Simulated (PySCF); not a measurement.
C₄H₁₅BN₂O₂Si: excited-state calculation

System: C₄H₁₅BN₂O₂Si.
Method: TDDFT CAM-B3LYP/def2-SVPD, vertical, gas phase, core orbitals frozen in the response (PySCF 2.14.0).

The geometry comes from this level: PBE0-D3(BJ)/def2-SVP. It belongs to a series of runs on one base structure; here: H on C replaced by B(OH)2.

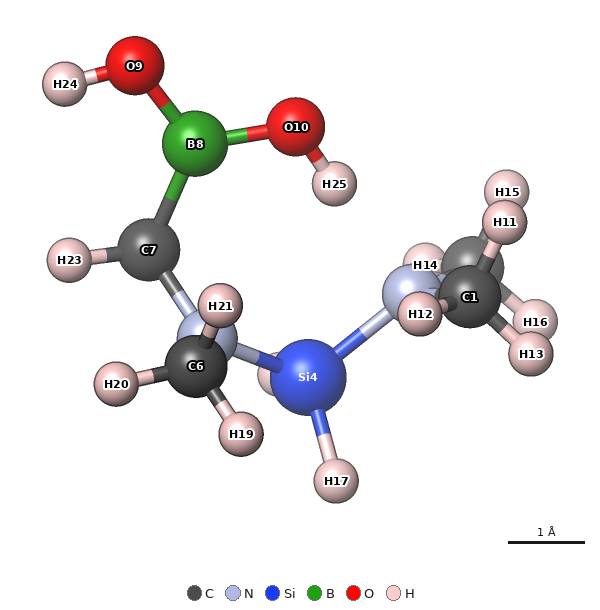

Figure 1. The structure as given in the input (ball-and-stick view, seen at a tilt; atoms are numbered from 1 in the order of the input).

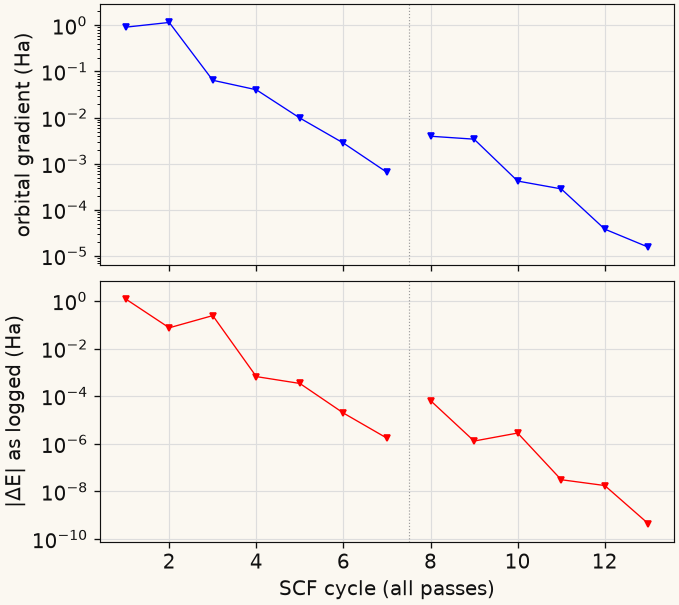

Figure 2. Convergence of the self-consistent field: orbital gradient and size of the energy change against the SCF cycle. The dotted line marks the change from a coarse to the final integration grid. The first 7 cycles use a coarse grid, the final grid takes over at cycle 8, and the field converges after 13 cycles in all.

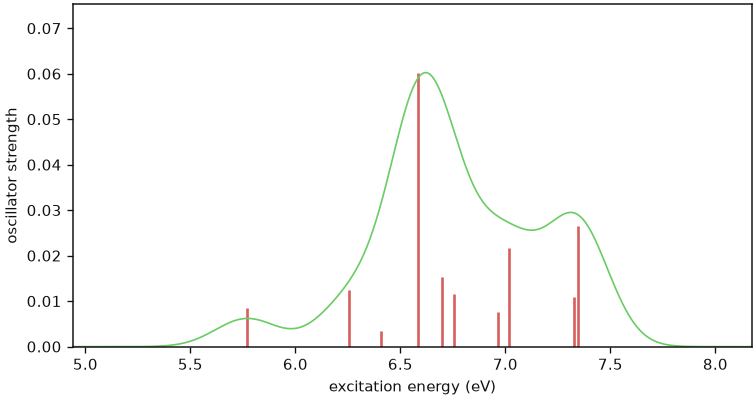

Figure 3. Computed excitations as sticks (degenerate states added up, dark ones marked on the axis), with a Gaussian envelope of 0.35 eV full width at half maximum, scaled to the tallest. Of the 10 states the lowest lies at 5.77 eV (f = 0.008); the strongest line is at 6.59 eV, or 188 nm (f = 0.060).

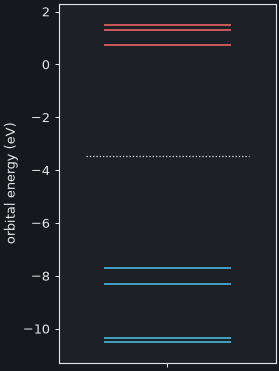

Figure 4. Orbital energies near the frontier; the dotted line parts filled from empty levels, and levels within 0.02 eV of each other stand side by side. Highest filled −7.69 eV, lowest empty 0.75 eV, 8.44 eV apart.

The input that produced these results follows, with the program's output.

Input
```
{"job": {"kind": "uv", "xc": "CAM-B3LYP", "basis": "def2-SVPD", "ip": true}, "charge": 0, "multiplicity": 1}
C      1.975368    -0.422594     1.185661
N      1.443988     0.616024     0.323316
C      2.119414     1.887518     0.470992
Si     0.762053     0.103300    -1.225296
N     -0.763603    -0.673953    -1.040892
C     -0.890481    -2.088577    -0.796841
C     -1.941437     0.104422    -0.666562
B     -2.113559     0.349212     0.911387
O     -3.340531     0.343231     1.511518
O     -1.046745     0.620676     1.689403
H      1.898349    -0.127996     2.246819
H      1.399497    -1.353363     1.066653
H      3.038315    -0.650818     0.973132
H      1.663308     2.642636    -0.185877
H      2.033206     2.251924     1.509830
H      3.199134     1.832746     0.227638
H      1.664942    -0.877888    -1.902933
H      0.588285     1.371647    -1.990725
H      0.021060    -2.619308    -1.111550
H     -1.735521    -2.515446    -1.369389
H     -1.066418    -2.327256     0.272057
H     -1.872192     1.102082    -1.142368
H     -2.837721    -0.361750    -1.122703
H     -4.044464     0.120850     0.897927
H     -0.201653     0.676448     1.190796
```

The first line tells a small driver script what to run in PySCF; the rest is the geometry in Å.

Launched with:
```bash
OMP_NUM_THREADS=1 python <driver script> task.json out
```

What the program printed
```
coarse grid: 20656 points
cycle   1  E = -735.0153744768  dE =  1.212e+00  |g| = 9.130e-01  |ddm| = 8.721e+00
cycle   2  E = -734.9409129174  dE =  7.446e-02  |g| = 1.157e+00  |ddm| = 2.198e+00
cycle   3  E = -735.1833491666  dE = -2.424e-01  |g| = 6.457e-02  |ddm| = 1.075e+00
cycle   4  E = -735.1840127860  dE = -6.636e-04  |g| = 4.020e-02  |ddm| = 1.729e-01
cycle   5  E = -735.1843548153  dE = -3.420e-04  |g| = 9.796e-03  |ddm| = 6.466e-02
cycle   6  E = -735.1843743414  dE = -1.953e-05  |g| = 2.810e-03  |ddm| = 2.281e-02
cycle   7  E = -735.1843760593  dE = -1.718e-06  |g| = 6.520e-04  |ddm| = 5.339e-03
final grid: 192952 points
cycle   8  E = -735.3045424394  dE = -6.511e-05  |g| = 3.952e-03  |ddm| = 1.599e-01
cycle   9  E = -735.3045437415  dE = -1.302e-06  |g| = 3.415e-03  |ddm| = 2.136e-02
cycle  10  E = -735.3045465691  dE = -2.828e-06  |g| = 4.226e-04  |ddm| = 6.010e-03
cycle  11  E = -735.3045466001  dE = -3.094e-08  |g| = 2.858e-04  |ddm| = 1.185e-03
cycle  12  E = -735.3045466177  dE = -1.763e-08  |g| = 3.835e-05  |ddm| = 5.364e-04
cycle  13  E = -735.3045466181  dE = -4.402e-10  |g| = 1.559e-05  |ddm| = 1.215e-04
converged SCF energy = -735.3045466181

Static polarisability (au): isotropic 111.836, principal 102.026 107.495 125.987

Singlet excitations
state   eV       nm        f      main configurations
  1   5.7688    214.9   0.00845   H->L 0.69, H->L+2 0.23
  2   6.2536    198.3   0.01236   H->L+2 0.54, H->L 0.22
  3   6.4089    193.5   0.00354   H->L+1 0.28, H-1->L+1 0.27, H-1->L 0.21
  4   6.5859    188.3   0.06027   H->L+3 0.66, H->L+5 0.11
  5   6.6998    185.1   0.01527   H->L+1 0.31, H-1->L 0.18, H->L+4 0.13
  6   6.7559    183.5   0.01166   H-1->L+2 0.37, H-1->L+3 0.10, H-1->L+1 0.10
  7   6.9655    178.0   0.00761   H->L+4 0.31, H->L+6 0.21, H->L+8 0.15
  8   7.0191    176.6   0.02172   H->L+8 0.27, H->L+4 0.22, H->L+1 0.10
  9   7.3290    169.2   0.01101   H->L+10 0.16, H-1->L+4 0.12, H-1->L 0.12
 10   7.3459    168.8   0.02656   H-1->L+3 0.44, H-1->L 0.19, H-1->L+5 0.10

Triplet excitations (Tamm-Dancoff, eV): 5.6378 5.9862 6.1664 6.3085
Vertical ionisation energy (delta-SCF) = 8.2052 eV
```

Key numbers

| quantity | value |
| --- | --- |
| outcome | converged |
| total energy | −735.304547 hartree |
| HOMO | −7.69 eV |
| LUMO | 0.75 eV |
| dipole moment | 2.70 D |
| mean polarisability | 111.84 a.u. |
| vertical ionisation energy | 8.21 eV |
| lowest singlet excitation | 5.77 eV |
| hardware | 1 CPU thread, shared host |
| wall time | 11 min |
| peak memory | 1.9 GiB |
